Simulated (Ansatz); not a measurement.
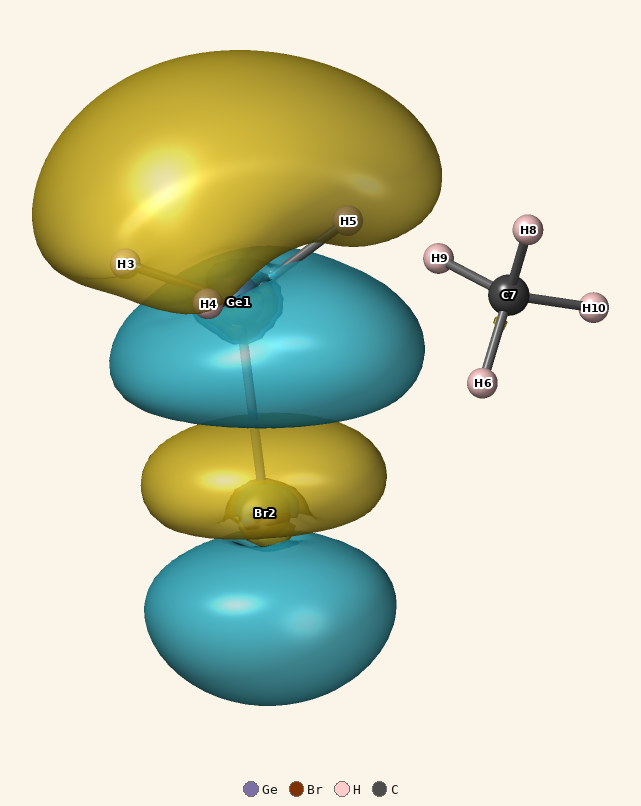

*BrGeH₃···CH₄. The LUMO at ±0.06 Å⁻³ᐟ² (yellow and cyan are the two phases), seen at a tilt.*

Not at a stationary point (largest force 1.2 eV/Å).

All numbers below come from Ansatz 0.2.0, RKS PBE0/def2-SVP.

```xyz
10

Ge   -0.4348   -1.5967   -0.0546
Br    1.9435   -1.6286   -0.0896
H    -0.8351   -2.2142   -1.4020
H    -0.7908   -2.5449    1.0977
H    -1.0613   -0.2381    0.1592
H     1.0314    0.9789    0.3976
C     0.2349    1.6268    0.0576
H    -0.6000    1.6163    0.7694
H    -0.1134    1.3467   -0.9427
H     0.6255    2.6536    0.0073
```

Describe this orbital and give its energy.

Answer. Its weight (Hirshfeld) is mainly on Ge1 (about 50 %), Br2 (about 35 %) and H5 (about 5 %). Its energy is −0.83 eV.
